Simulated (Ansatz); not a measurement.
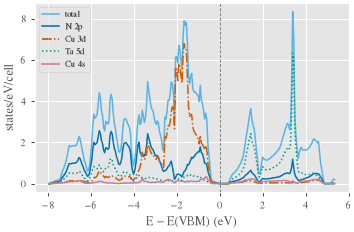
Fig. 1. Total and projected density of states of TaCuN2 in space group R-3m (No. 166; Ta on 3b, Cu on 3a, N on 6c), the program Ansatz at the PBEsol level (PAW)

**Question.** Which orbitals carry the states next to the gap?

**Answer.** Top 1 eV of the valence band: Cu 3d 50 %, N 2p 35 %, Cu 4s 6 %, Ta 5d 6 %. Bottom 1 eV of the conduction band: Ta 5d 58 %, N 2p 20 %, Cu 4s 8 %, Cu 3d 5 %. Projections are on Löwdin-orthogonalised atomic valence shells; empty p or d shells of many metals are not among them.

**Question.** Where is the tallest occupied peak in this window, and what makes it?

**Answer.** Near -1.6 eV, about 7.9 states/eV per cell; the largest projected share is Cu 3d.

The workflow started from a Materials Project entry (that database holds measured and hypothetical structures alike); the Crystallography Open Database files this formula in space group No. 166, but the cells were not matched. Whether it is the stable phase at ambient conditions was not checked. The PBEsol relaxation kept the symmetry of its start; whether a distortion lowers the energy is not shown. No spin polarisation was allowed. Spin–orbit coupling is left out wherever it is not named.

Potentials: the later of the program's two PAW sets.
